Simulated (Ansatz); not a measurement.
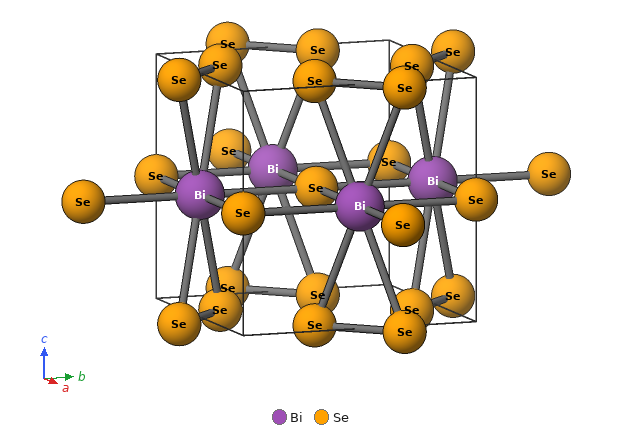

View slightly off an axis, drawn as a ball-and-stick model. Atoms at the boundary of the simulation cell (the box) are drawn once for each face, edge or corner they touch. Some atoms of the next cells are drawn as well.

Input deck:
```yaml
crystal:
  lattice:
    - [5.9803890302, 0.0, 0.0]
    - [0.0, 5.9803890302, 0.0]
    - [0.0, 0.0, 5.9558673407]
  atoms:
    - { symbol: Bi, position: [0.0, 0.5, 0.5] }
    - { symbol: Bi, position: [0.5, 0.0, 0.5] }
    - { symbol: Se, position: [0.8592230427, 0.3592230427, 0.0] }
    - { symbol: Se, position: [0.1407769573, 0.6407769573, 0.0] }
    - { symbol: Se, position: [0.3592230427, 0.1407769573, 0.0] }
    - { symbol: Se, position: [0.6407769573, 0.8592230427, 0.0] }
    - { symbol: Se, position: [0.5, 0.5, 0.5] }
    - { symbol: Se, position: [0.0, 0.0, 0.5] }
basis:
  ecutwfc: 420
kpoints:
  mp_grid: { grid: [6, 6, 6] }
  band_path:
    path:
      - [[0.0, 0.0, 0.0], [0.0, 0.5, 0.0], [0.5, 0.5, 0.0], [0.0, 0.0, 0.0], [0.0, 0.0, 0.5], [0.0, 0.5, 0.5], [0.5, 0.5, 0.5], [0.0, 0.0, 0.5]]
      - [[0.0, 0.5, 0.0], [0.0, 0.5, 0.5]]
      - [[0.5, 0.5, 0.0], [0.5, 0.5, 0.5]]
    npoints: 14
hamiltonian:
  xc: pbe
scf:
  occupations: { method: gaussian, width: 0.1 }
  n_extra_bands: 20
output:
  forces: true
  stress: true
  eigenvalues: true
  populations: true
  dos: { projected: true, de: 0.02, nscf_kmesh: { grid: [8, 8, 8] } }
  bader: true
  write_density: true
  write_potential: true
  elf: true
  volumetric_format: npy
```
Run as:
```sh
ansatz run input.yaml --threads 1 --pin off --max-ram 2560MiB --backend cpu --events-out ev --progress --plain --runs-dir out
```

All computed values are from DFT PBE, scalar-relativistic, plane waves, PAW (Ansatz 0.2.0). Settings: an energy cutoff of 420 eV, k-points on a 6×6×6 grid, Gaussian smearing of 0.1 eV, no spin polarisation.

What net charge does each kind of atom have (Bader)?

Answer. Bi +1.06 e; Se -0.64 to -0.21 e.

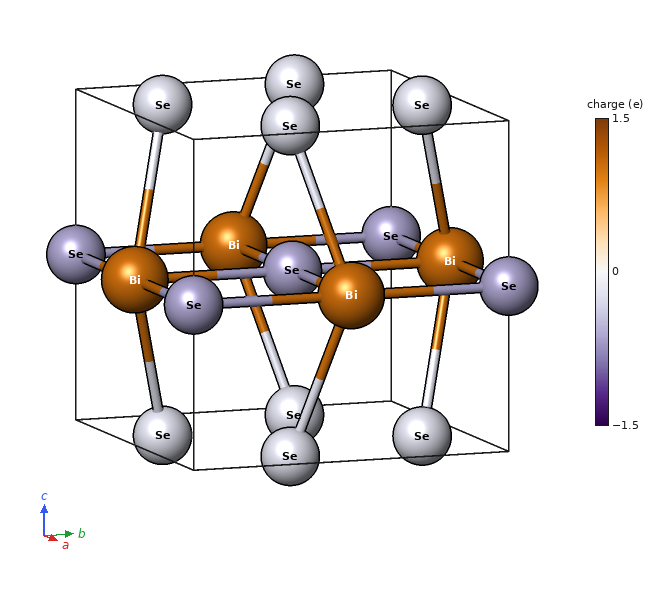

The atoms coloured by those charges.

Provenance: a structure type filled with these elements by a generator (whether the compound takes this form wasn't checked). Earlier steps of the study, as a rule a relaxation of our own, may have changed the cell and positions, so they can lie some per cent off the listed ones. It went into a calculation with Ansatz.
